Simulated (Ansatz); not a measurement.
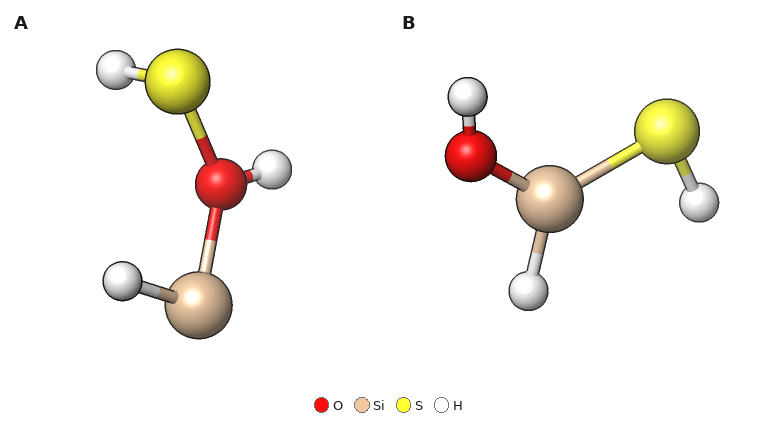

2 stationary structures of one formula. Charge +1, singlet. Geometries: PBE-D4/def2-SVP. Electronic energies: PBE-D4/def2-SVP (Ansatz 0.2.0), without zero-point energy. No frequency run is at hand to confirm each as a minimum.

Question: Which structure is the most stable?

Answer: B is lowest (Cs); A lies 76.2 kcal/mol above it (C1).
